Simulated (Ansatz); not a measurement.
**BGeH4Cl (SMILES Cl[BH][GeH3]) at B3LYP/def2-SVP**

Aim: the electronic atomisation energy of BGeH4Cl at B3LYP/def2-SVP, from 5 runs. 

The calculation is run with Ansatz 0.2.0.

59 further runs of the same task are left out: 59 set aside as unsound or not needed. Runs told in other sessions of the task aren't counted.

### 1 Starting point

BGeH4Cl has 7 atoms, charge 0, and is taken as a singlet. As SMILES, `Cl[BH][GeH3]`. Geometry: relaxed at PBE0-D4/def2-TZVP.

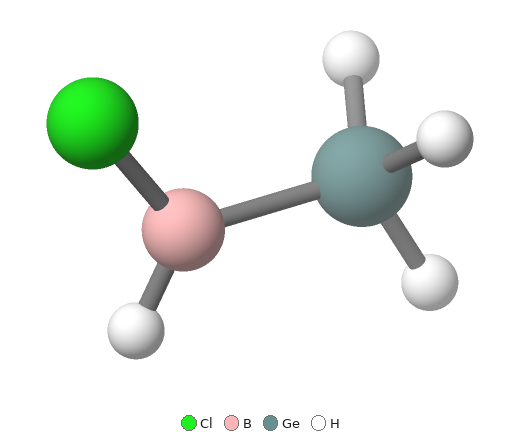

Viewed from a chosen angle; chlorine green, boron pink, germanium teal, hydrogen white.

### 2 A single-point energy at B3LYP/def2-SVP

Contents of run.yaml:

```yaml
crystal:
  periodic: [false, false, false]
  atoms:
    - symbol: Cl
      position_ang: [-1.976000, -1.523900, 0.066800]
    - symbol: B
      position_ang: [-0.280900, -1.157900, 0.180500]
    - symbol: Ge
      position_ang: [0.359600, 0.783200, -0.117500]
    - symbol: H
      position_ang: [0.439400, -2.075400, 0.430000]
    - symbol: H
      position_ang: [-0.028000, 1.247000, -1.533300]
    - symbol: H
      position_ang: [-0.333800, 1.724000, 0.884000]
    - symbol: H
      position_ang: [1.881000, 0.935000, 0.043800]
basis:
  gaussian:
    orbitals: def2-SVP
output: {orbitals: {seedname: orbitals}}
hamiltonian:
  xc: {name: B3LYP}
accuracy: high
```

Started as:

```bash
ansatz run run.yaml --threads 1 --pin off --max-ram 2610MiB --events-out events.jsonl --progress --plain --runs-dir runs
```

Standard output:

```text
Warning: RAYON_NUM_THREADS=1 ignored (pool sized by the plan → 1); use --threads N
Functional definition: B3LYP
  name "B3LYP"
  parameter a0 = 0.2
  parameter ax = 0.72
  parameter ac = 0.81
  exchange = (1 - a0 - ax)*slater_x + ax*b88_x + a0*exact_x
  correlation = (1 - ac)*vwn_rpa_c + ac*lyp_c
1778 factors; integrals over basis functions are off by at most 4.7e-9 eV
mean field evaluation 1: about -69771.9142 eV, gradient 2.0e1 eV
mean field evaluation 2: about -69772.0688 eV, gradient 1.9e1 eV
mean field evaluation 4: about -69772.7814 eV, gradient 8.2e-1 eV
mean field evaluation 8: about -69772.8631 eV, gradient 6.7e-2 eV
mean field evaluation 16: about -69772.8631 eV, gradient 1.9e-6 eV
mean field -69772.86314201 eV, -2564.1054267236 hartree, gradient 2.3e-8 eV, S^2 0.000000; 0 other end points of the search recorded, 0 dependent functions left out
reference -69772.86318059 eV, -2564.1054281416 hartree; 29, 29 occupied and 55, 55 virtual orbitals, 1778 factors
Total energy: -69772.86318059 eV, -2564.1054281416 hartree
```

Run time: 6.6 s. Hardware: 1 thread of Arm Neoverse V2, shared host; peak memory 0.28 GiB.

### 3 The B atom

Contents of molecule.yaml:

```yaml
crystal:
  periodic: [false, false, false]
  atoms:
    - {symbol: B, position_ang: [0.000000, 0.000000, 0.000000]}
basis:
  gaussian: {orbitals: def2-SVP}
accuracy: high
hamiltonian: {xc: {name: B3LYP}}
magnetization: {spin_polarized: true, initial_magnetization: 1}
```

Run the same way, it converges to -24.63467 Eh (log not shown).

### 4 The Cl atom at the same level

Contents of input.yaml:

```yaml
crystal:
  periodic: [false, false, false]
  atoms:
    - symbol: Cl
      position_ang: [0.000000, 0.000000, 0.000000]
basis:
  gaussian: {orbitals: def2-SVP}
magnetization: {spin_polarized: true, initial_magnetization: 1}
hamiltonian: {xc: {name: B3LYP}}
accuracy: high
```

Run the same way, it converges to -460.00600 Eh (log not shown).

### 5 The Ge atom

Contents of in.yaml:

```yaml
crystal:
  periodic: [false, false, false]
  atoms:
    - symbol: Ge
      position_ang: [0.000000, 0.000000, 0.000000]
basis:
  gaussian:
    orbitals: def2-SVP
accuracy: high
hamiltonian:
  xc: {name: B3LYP}
magnetization:
  spin_polarized: true
  initial_magnetization: 2
```

Run the same way, it converges to -2076.70395 Eh (log not shown).

### 6 The H atom

Contents of in.yaml:

```yaml
crystal:
  periodic: [false, false, false]
  atoms:
    - {symbol: H, position_ang: [0.000000, 0.000000, 0.000000]}
basis:
  gaussian:
    orbitals: def2-SVP
magnetization:
  spin_polarized: true
  initial_magnetization: 1
hamiltonian:
  xc: {name: B3LYP}
accuracy: high
```

Run the same way, it converges to -0.50126 Eh (log not shown).

### 7 Results

Level: B3LYP/def2-SVP.

```
                     quantity           value
       molecule: total energy  -2564.10543 Eh
        molecule: HOMO energy        -7.61 eV
        molecule: LUMO energy        -2.25 eV
      molecule: HOMO–LUMO gap         5.35 eV
         B atom: total energy    -24.63467 Eh
                 B atom: ⟨S²⟩           0.752
        Cl atom: total energy   -460.00600 Eh
                Cl atom: ⟨S²⟩           0.752
        Ge atom: total energy  -2076.70395 Eh
                Ge atom: ⟨S²⟩           2.002
         H atom: total energy     -0.50126 Eh
                 H atom: ⟨S²⟩           0.750
electronic atomisation energy       20.566 eV
```

Taking the molecule apart into free atoms costs 20.57 eV (1984 kJ/mol), before zero-point energy and without spin-orbit coupling.
